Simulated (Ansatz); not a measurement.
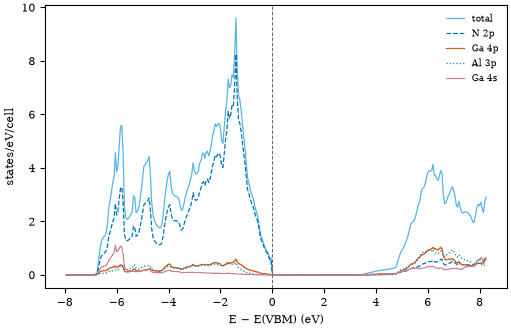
Total and projected density of states of AlGaN$_{2}$ in space group P3m1 (No. 156; Pearson symbol hP8), r²SCAN (plane waves, PAW; program Ansatz)

Task: Which orbitals carry the states next to the gap?

Result: Top 1 eV of the valence band: N 2p 90 %, Ga 4p 5 %. Bottom 1 eV of the conduction band: N 2s 38 %, Ga 4s 25 %, N 2p 15 %, Al 3s 8 %, Ga 4p 7 %. Projections are on Löwdin-orthogonalised atomic valence shells; empty p or d shells of many metals are not among them.

Task: Where is the tallest occupied peak in this window, and what makes it?

Result: Near -1.4 eV, about 9.6 states/eV per cell; the largest projected share is N 2p.

The start of the workflow was typed in or built on a structure type; the Crystallography Open Database copy checked does not list it. Its standing as an ambient phase is unchecked. The cell was relaxed with r²SCAN under the symmetry of its start; its stability against distortions is not shown here. Spin–orbit coupling is left out wherever it is not named.

Potentials: the earlier of the program's two PAW sets.
